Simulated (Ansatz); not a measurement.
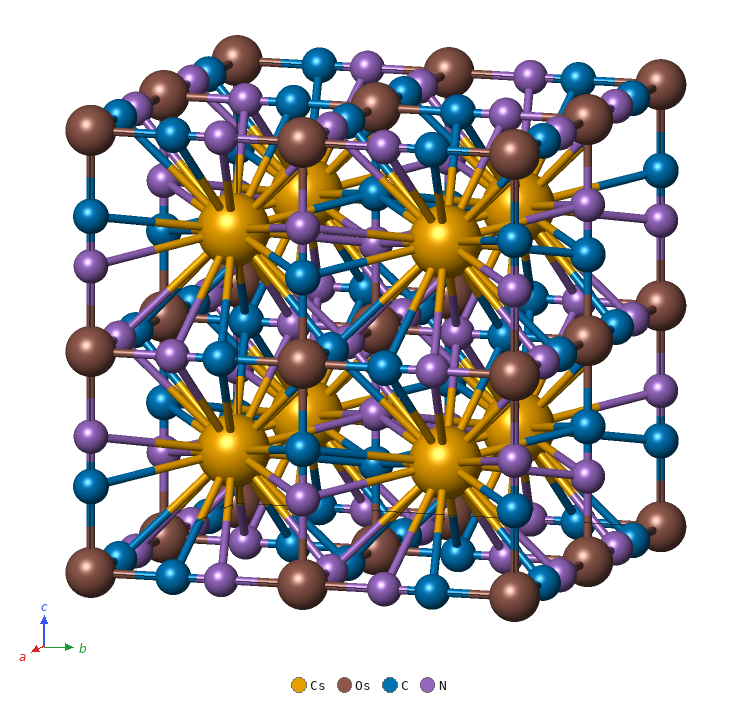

Ball-and-stick representation of a periodic structure, projected slightly off an axis. The edges of the conventional unit cell are marked.

CsOsC3N3, space group Fm-3m (No. 225), a = 10.447 Å, b = 10.447 Å, c = 10.447 Å, α = 90.00°, β = 90.00°, γ = 90.00°. It derives from a structure type filled with these elements by a generator (whether the compound takes this form wasn't checked). Earlier steps of the study, as a rule a relaxation of our own, may have changed the cell and positions, so they can lie some per cent off the listed ones. It went into a calculation with Ansatz.

This one geometry was computed with Ansatz (DFT, plane waves, PAW) at three levels of theory: PBE, LDA and r2SCAN.

Question: Which level gives the highest pressure at this volume, and what does that say about its equilibrium volume?

Answer: Highest: PBE (0.0 GPa), which points to the largest equilibrium volume. Lowest, with the smallest volume: LDA (-5.7 GPa). Levels within 0.5 GPa of each other can't be told apart.

Question: How does the band gap change with the level of theory?

Answer: LDA: a gap of 2.35 eV, indirect; PBE: a gap of 2.39 eV, indirect; r2SCAN: a gap of 2.66 eV, indirect.

Question: Collect the results in a table.

Answer:
| level | cutoff (eV) | k-mesh of the run's cell | gap (eV) | pressure (GPa) |
| --- | --- | --- | --- | --- |
| PBE | 420 | 6×6×6 | 2.39 | 0.0 |
| LDA | 420 | 6×6×6 | 2.35 | -5.7 |
| r2SCAN | 500 | 6×6×6 | 2.66 | -2.3 |

Gaps are taken on the k-mesh or band path of each run.
